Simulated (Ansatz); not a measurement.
## What a change does: single-point calculation on CH7NSi

System: CH7NSi, SMILES CN[SiH3].
Method of run 1: RKS PBE0-D4/def2-TZVPP (Ansatz 0.2.0).

The geometry comes from this level: PBE0-D4/def2-TZVP. Text and figures count atoms from 1; the logs count them from 0 in places.

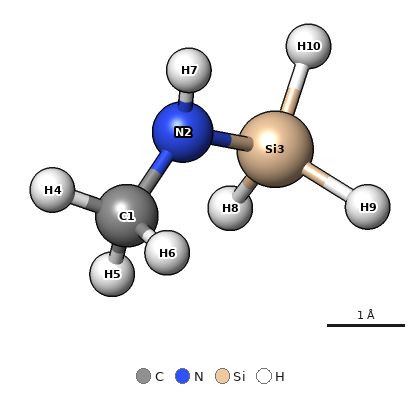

Fig. 1: The structure as given in the input (ball-and-stick view, seen at a tilt; atoms are numbered from 1 in the order of the input). Bond lengths as drawn: C–H 1.09 to 1.10 Å, C–N 1.45 Å, H–N 1.01 Å, H–Si 1.49 to 1.50 Å and N–Si 1.72 Å.

**Input, run 1**
```yaml
crystal:
  periodic: [false, false, false]
  atoms:
    - {symbol: C, position_ang: [-1.074194, 0.550868, -0.686812]}
    - {symbol: N, position_ang: [0.328959, 0.241420, -0.516025]}
    - {symbol: Si, position_ang: [0.929409, -0.683071, 0.798775]}
    - {symbol: H, position_ang: [-1.308118, 0.733092, -1.739518]}
    - {symbol: H, position_ang: [-1.677622, -0.304007, -0.369392]}
    - {symbol: H, position_ang: [-1.409287, 1.422082, -0.108171]}
    - {symbol: H, position_ang: [0.946047, 0.922943, -0.927502]}
    - {symbol: H, position_ang: [0.210772, -1.985730, 0.830713]}
    - {symbol: H, position_ang: [0.753116, -0.063800, 2.148998]}
    - {symbol: H, position_ang: [2.383918, -0.885001, 0.571833]}
basis:
  gaussian: {orbitals: def2-TZVPP}
hamiltonian: {xc: pbe0, dispersion: d4}
output: {orbitals: {seedname: orbitals}}
```

Hardware: 2 CPU threads, shared host.

**Output (run 1)**
```
Functional definition: PBE0
  parameter a = 0.25
  parameter kappa = 0.804
  parameter beta = 0.06672455060314922
  exchange = (1 - a)*pbe_x(kappa = kappa, mu = beta*pi^2/3) + a*exact_x
  correlation = pbe_c(beta = beta)
1039 factors; their error is unknown
mean field evaluation 1: about -10507.0029 eV, gradient 5.7e1 eV
mean field evaluation 2: about -10498.1041 eV, gradient 8.3e1 eV
mean field evaluation 4: about -10513.7162 eV, gradient 3.9e0 eV
mean field evaluation 8: about -10513.7465 eV, gradient 2.8e-2 eV
mean field evaluation 16: about -10513.7604 eV, gradient 4.7e-5 eV
mean field -10513.76041113 eV, -386.3735686264 hartree, gradient 4.7e-5 eV, S^2 0.000000; 0 other end points of the search recorded, 0 dependent functions left out
reference -10513.76044305 eV, -386.3735697994 hartree; 17, 17 occupied and 185, 185 virtual orbitals, 1039 factors
Total energy: -10513.89082130 eV, -386.3783611115 hartree
```

For run 2 the input was changed thus:
```diff
-  gaussian: {orbitals: def2-TZVPP}
+  gaussian: {orbitals: "def2-QZVPP.json"}
```

Predict how the results change.

The total energy of run 2 is 10.2 kcal/mol lower, which measures the change of basis and not a stability. The LUMO goes from 0.47 to 0.24 eV. The basis functions go from 202 to 394.

**Output (run 2)**
```
Functional definition: PBE0
  parameter a = 0.25
  parameter kappa = 0.804
  parameter beta = 0.06672455060314922
  exchange = (1 - a)*pbe_x(kappa = kappa, mu = beta*pi^2/3) + a*exact_x
  correlation = pbe_c(beta = beta)
1173 factors; their error is unknown
mean field evaluation 1: about -10506.7045 eV, gradient 6.0e1 eV
mean field evaluation 2: about -10496.0794 eV, gradient 8.9e1 eV
mean field evaluation 4: about -10514.1568 eV, gradient 4.5e0 eV
mean field evaluation 8: about -10514.1958 eV, gradient 3.5e-2 eV
mean field evaluation 16: about -10514.2008 eV, gradient 2.1e-5 eV
mean field -10514.20079612 eV, -386.3897524761 hartree, gradient 2.1e-5 eV, S^2 0.000000; 0 other end points of the search recorded, 0 dependent functions left out
reference -10514.20083693 eV, -386.3897539757 hartree; 17, 17 occupied and 377, 377 virtual orbitals, 1173 factors
Total energy: -10514.33121517 eV, -386.3945452878 hartree
```

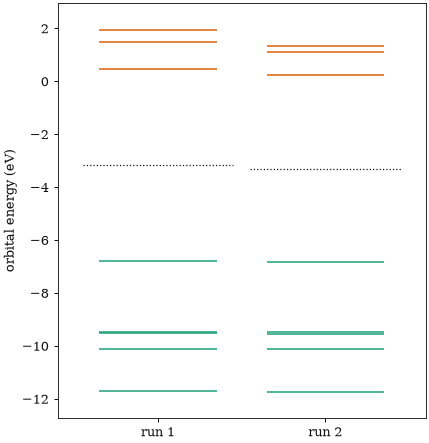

Fig. 2: The five highest filled and three lowest empty orbital energies of the two runs; the dotted lines part filled from empty levels. The HOMO–LUMO gap is 7.27 eV in run 1 and 7.06 eV in run 2.

**The two runs side by side**

| quantity | run 1 | run 2 |
| --- | --- | --- |
| outcome | converged | converged |
| total energy (hartree) | −386.378361 | −386.394545 |
| HOMO (eV) | −6.79 | −6.82 |
| LUMO (eV) | 0.47 | 0.24 |
| basis functions | 202 | 394 |
| wall time (shared host) | 5.5 s | 12 s |
